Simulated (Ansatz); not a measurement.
The starting structures come from a database of crystals and need not be the phases stable at ambient conditions.

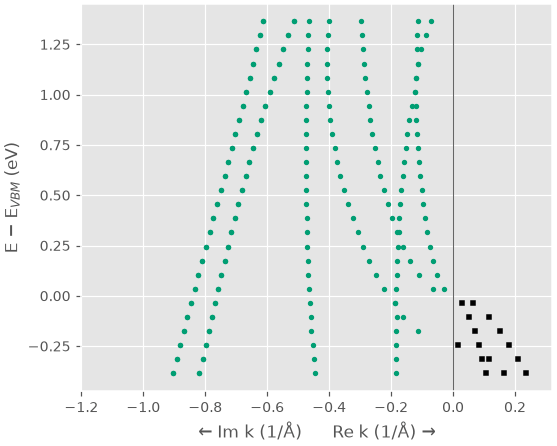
*Complex bands at the centre of the two-dimensional zone; r2SCAN (Ansatz, an electronic-structure program)*

The gap is the functional's own. No spin-orbit coupling. Mid-gap values are interpolated on the energy grid.

This is GaP (R-3m, not sure to be the ambient phase, 4 atoms a cell, 21.0 Å³ an atom, -2 GPa at this level) along the normal of (101). Read off the slowest decay at the centre of the two-dimensional zone at 0.53 eV, the computed energy nearest the middle of the gap.

κ ≈ 0.10 1/Å, a decay length 1/(2κ) of the density of 4.9 Å.
